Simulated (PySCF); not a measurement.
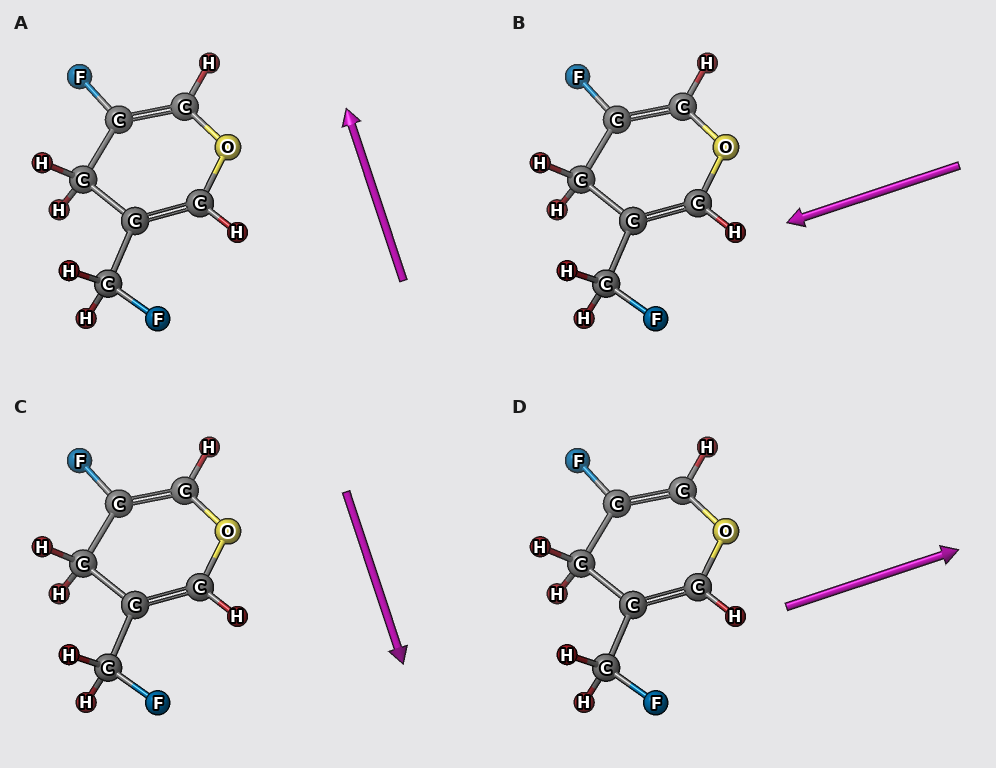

The same molecule four times, each with an arrow. The computed structure is the end point of a GFN2-xTB optimisation. No frequency run is at hand to confirm it as a minimum. Properties computed with ωB97X-D/def2-SVPD, gas phase (PySCF 2.14.0).

Which arrow points along the dipole moment, from the negative to the positive end?

B. The dipole moment is 1.23 D.
